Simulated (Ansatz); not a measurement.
A series of calculations on CH2NS

Part 1: Relaxation

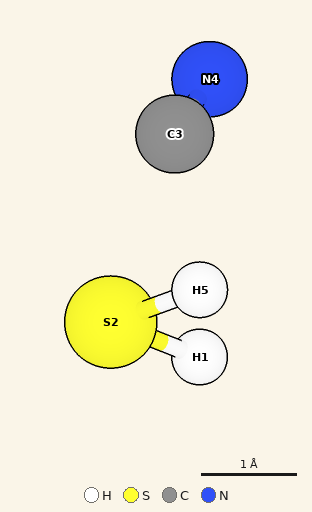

CH$_{2}$NS (multiplicity 2), before the relaxation. A ball-and-stick model, seen from a free direction.

The run prepares an end point of a later path (reaction) calculation, from a guessed geometry.

These are results of UKS PBE0-D4/def2-SVP (Ansatz 0.2.0), not measurements.

Input
```yaml
crystal:
  periodic: [false, false, false]
  atoms:
    - { symbol: H, position_ang: [-0.233437, -0.974541, 0.845792] }
    - { symbol: S, position_ang: [0.807434, -0.132727, 1.045603] }
    - { symbol: C, position_ang: [-0.545243, 0.799688, -0.705527] }
    - { symbol: "N", position_ang: [-1.561063, 1.007351, -1.241638] }
    - { symbol: H, position_ang: [1.532308, -0.699871, 0.05577] }
magnetization:
  spin_polarized: true
  initial_magnetization: 1
basis:
  gaussian: { orbitals: def2-SVP }
hamiltonian:
  xc: pbe0
  dispersion: d4
relax:
  f_tol: 0.03
  max_steps: 50
output:
  orbitals: {}
```

Run as
```bash
ansatz run input.yaml --threads 1 --pin off --max-ram 2048MiB --backend cpu --events-out ev --progress --plain --runs-dir out
```

Question: Predict the outcome.

Answer: H1 moves most after the best rigid fit: 0.21 Å. Largest moves by element: H 0.21 Å, N 0.10 Å, C 0.10 Å, S 0.06 Å. After 6 accepted moves (8 points after the start) the energy has fallen by 0.74 kcal/mol. The largest force component goes from 0.22 to 0.0077 eV/Å. The line search rejected the trial steps at points 5, 7 of the run. The forces were under the threshold at step 3, but the run went on from there.

History of the run:

```json
{"step": "0", "E − E(0), kcal/mol": "0.00", "largest force component, eV/Å": "0.2171", "note": ""}
{"step": "1", "E − E(0), kcal/mol": "-0.61", "largest force component, eV/Å": "0.3358", "note": ""}
{"step": "2", "E − E(0), kcal/mol": "-0.71", "largest force component, eV/Å": "0.0664", "note": ""}
{"step": "3", "E − E(0), kcal/mol": "-0.72", "largest force component, eV/Å": "0.0061", "note": ""}
{"step": "4", "E − E(0), kcal/mol": "-0.72", "largest force component, eV/Å": "0.0215", "note": ""}
{"step": "5", "E − E(0), kcal/mol": "-0.64", "largest force component, eV/Å": "0.8701", "note": "rejected"}
{"step": "6", "E − E(0), kcal/mol": "-0.72", "largest force component, eV/Å": "0.0399", "note": ""}
{"step": "7", "E − E(0), kcal/mol": "-0.52", "largest force component, eV/Å": "1.2970", "note": "rejected"}
{"step": "8", "E − E(0), kcal/mol": "-0.74", "largest force component, eV/Å": "0.0077", "note": ""}
```

Final geometry:

```xyz
5

H    -0.1548   -1.1119    0.9783
S     0.7589   -0.1178    1.0219
C    -0.5483    0.8041   -0.8031
N    -1.5792    1.1067   -1.2591
H     1.5235   -0.6812    0.0620
```

The end point in the same view:

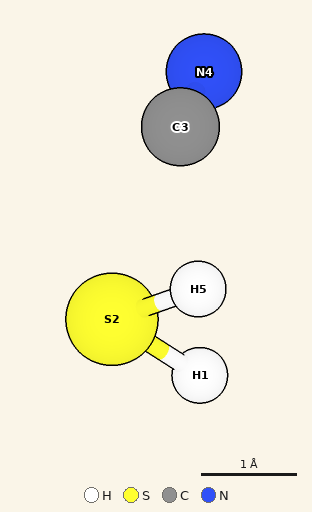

Limits of the set-up: the start holds two separate molecules, 2.4 Å apart at their closest, whose relative position is a soft coordinate.

Part 2: Relaxation

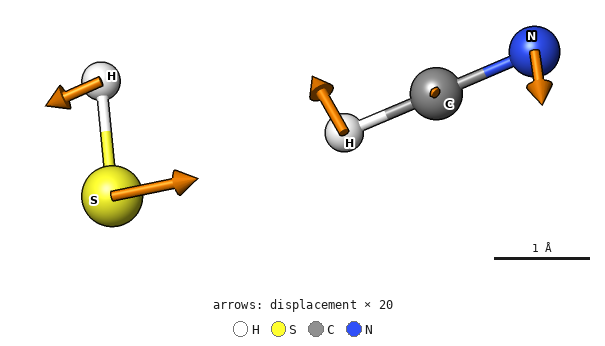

This is a relaxation of CH2NS (multiplicity 2). The starting structure is drawn; orange arrows show the displacements, 20 times their true length. The two geometries are superimposed by the best rigid fit.

The picture is a ball-and-stick view, seen from a free direction.

The run prepares an end point of a later path (reaction) calculation, from a guessed geometry.

Theory: Ansatz, UKS PBE0-D4/def2-SVP.

Input file:
```yaml
crystal:
  periodic: [false, false, false]
  atoms:
    - { symbol: H, position_ang: [-0.497616, 0.216946, 0.06649] }
    - { symbol: S, position_ang: [1.331586, -0.985687, 1.572078] }
    - { symbol: C, position_ang: [-1.139641, 0.686584, -0.666253] }
    - { symbol: "N", position_ang: [-1.821544, 1.187548, -1.453196] }
    - { symbol: H, position_ang: [2.127214, -1.105491, 0.480881] }
magnetization:
  spin_polarized: true
  initial_magnetization: 1
basis:
  gaussian: { orbitals: def2-SVP }
hamiltonian:
  xc: pbe0
  dispersion: d4
relax:
  f_tol: 0.03
  max_steps: 50
```

Launched with:
```bash
ansatz run input.yaml --threads 1 --pin off --max-ram 2048MiB --backend cpu --events-out ev --progress --plain --runs-dir out
```

**What happened in the run?**

S2 moves most after the best rigid fit: 0.049 Å. Largest moves by element: S 0.049 Å, H 0.041 Å, N 0.033 Å, C 0.005 Å. Among the contacts that change: H1–C3 1.082 → 1.089 Å. The energy falls by 0.05 kcal/mol in 3 accepted moves (4 points after the start). Largest force component: 0.24 eV/Å at the start, 0.011 eV/Å at the end. The line search rejected the trial step at point 1 of the run. The run took 24 s on 1 thread of Intel(R) Xeon(R) Processor @ 2.70GHz, with other jobs on the host, peak memory 0.15 GiB.

Limits of the set-up: the start holds two separate molecules, 2.7 Å apart at their closest, whose relative position is a soft coordinate.

Part 3: Path

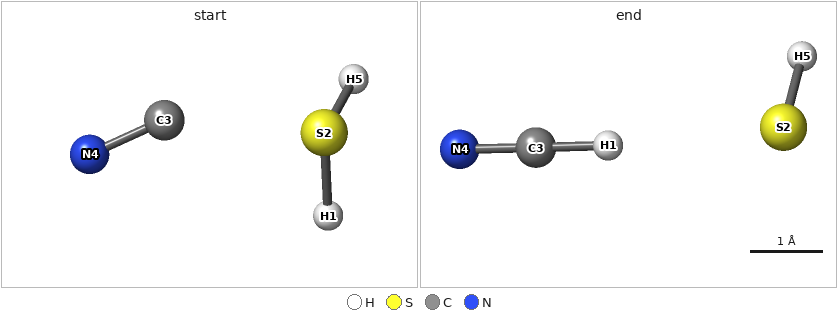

The two relaxed end points of a path for CH2NS (multiplicity 2), made up at the start of H2S and CN. Style: ball-and-stick. Shown at a tilt.

These are results of UKS PBE0-D4/def2-SVP (Ansatz 0.2.0), not measurements.

Settings: 5 movable images; climbing image; force threshold 0.03 eV/Å; iteration limit 60.

Start:
```xyz
5

H    -0.1552   -1.1129    0.9771
S     0.7580   -0.1184    1.0225
C    -0.5479    0.8046   -0.8028
N    -1.5786    1.1072   -1.2594
H     1.5237   -0.6806    0.0627
```

End:
```xyz
5

H    -0.4766    0.1765    0.0499
S     1.3701   -0.8845    1.5295
C    -1.1838    0.6136   -0.6530
N    -1.9286    1.0764   -1.4040
H     2.2188   -0.9822    0.4777
```

> What barrier does the band find between them, and by what path?

The highest point, image 2, lies 31.2 kJ/mol above the start and 141.9 kJ/mol above the end; the end is at −110.7 kJ/mol relative to the start. A hydrogen atom shifts from one atom to another. Breaking: H1–S2 (1.35 → 1.40 at the top → 2.59 Å). Forming: H1–C3 (2.65 → 1.73 at the top → 1.09 Å). The band is converged. At the top, the vibrational analysis gives one imaginary mode (864i cm⁻¹), as a transition state must have.

Energies of the converged images:

| image | path (Å) | E (kJ/mol) |
| --- | --- | --- |
| 0 | 0.00 | 0.0 |
| 1 | 0.46 | 11.5 |
| 2 | 0.92 | 31.2 |
| 3 | 1.45 | -65.2 |
| 4 | 1.99 | -103.7 |
| 5 | 2.53 | -109.2 |
| 6 | 3.06 | -110.7 |

The geometry at the top of the path:

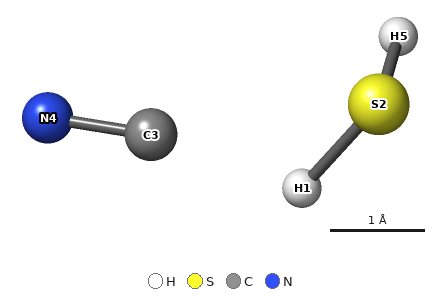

Limits of the set-up: the start holds two separate molecules, 2.4 Å apart at their closest, whose relative position is a soft coordinate.

The run took 2.7 min on 1 thread of Intel(R) Xeon(R) Processor @ 2.70GHz (shared host), peak memory 0.15 GiB.
